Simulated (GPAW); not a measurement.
Band structure of BiPt (P6_3/mmc, 4 atoms in the cell).

```
BiPt
1.0
    4.39676     0.00000     0.00000
   -2.19838     3.80771     0.00000
    0.00000     0.00000     5.55247
Bi Pt
2 2
Direct
  0.33333   0.66667   0.25000
  0.66667   0.33333   0.75000
  0.00000   0.00000   0.50000
  0.00000   0.00000   0.00000
```

Method: LDA (Perdew-Wang 92), GPAW PAW datasets LDA (gpaw-data 1.0.1) (plane waves; GPAW 25.7.0).

Settings: mode = pw; ecut = 550 eV; xc = LDA; kpts = 7 7 5; mesh shift (steps) = 0 0 0; occupations.name = fermi-dirac; occupations.width = 0.1 eV; nbands = -10; symmetry.symmorphic = false; symmetry.tolerance = 0.0005; maxiter = 100; bandpath_npoints = 40.

The starting cell comes from a database of computed structures (which also holds hypothetical and non-ambient phases and stackings), without a prior relaxation at this level. Its lattice was rescaled by a random factor within 2.5 % of one. Spin-orbit coupling is off. Spin polarisation is off.

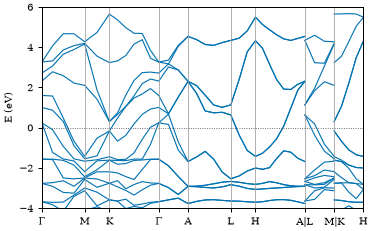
Fig. 1. Bands along the path, energies from the Fermi level.

Levels in eV from the Fermi level, bands 27 to 34:
| point | 27 | 28 | 29 | 30 | 31 | 32 | 33 | 34 |
|---|---|---|---|---|---|---|---|---|
| Γ | -1.57 | -1.57 | 0.24 | 0.24 | 1.00 | 1.60 | 2.31 | 2.71 |
| M | -2.50 | -2.44 | -2.19 | -1.67 | -1.55 | -1.43 | 2.10 | 4.16 |
| K | -2.20 | -1.62 | -1.62 | -1.45 | -0.17 | -0.17 | 0.30 | 0.30 |
| A | -2.92 | -2.92 | -1.69 | -1.69 | 2.30 | 2.30 | 2.30 | 2.30 |
| L | -2.68 | -2.68 | -2.54 | -2.54 | 0.63 | 0.63 | 1.13 | 1.13 |
| H | -2.82 | -2.82 | -2.01 | -2.01 | -1.43 | -1.43 | 4.32 | 4.32 |

Bands cross the Fermi level along this path, so the cell is metallic at this level.
